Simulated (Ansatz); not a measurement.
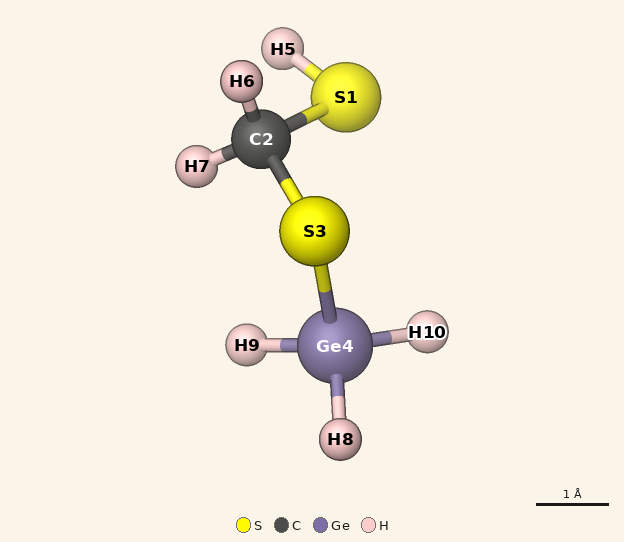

Orthographic view. Depth is shown by fading: the farther an atom, the more it takes the colour of the background. Computed geometry: PBE0-D4/def2-TZVP optimisation. No frequency run is at hand to confirm it as a minimum.

List the bonded neighbours of every atom.

S1: C2, H5
C2: S1, S3, H6, H7
S3: C2, Ge4
Ge4: S3, H8, H9, H10
H5: S1
H6: C2
H7: C2
H8: Ge4
H9: Ge4
H10: Ge4
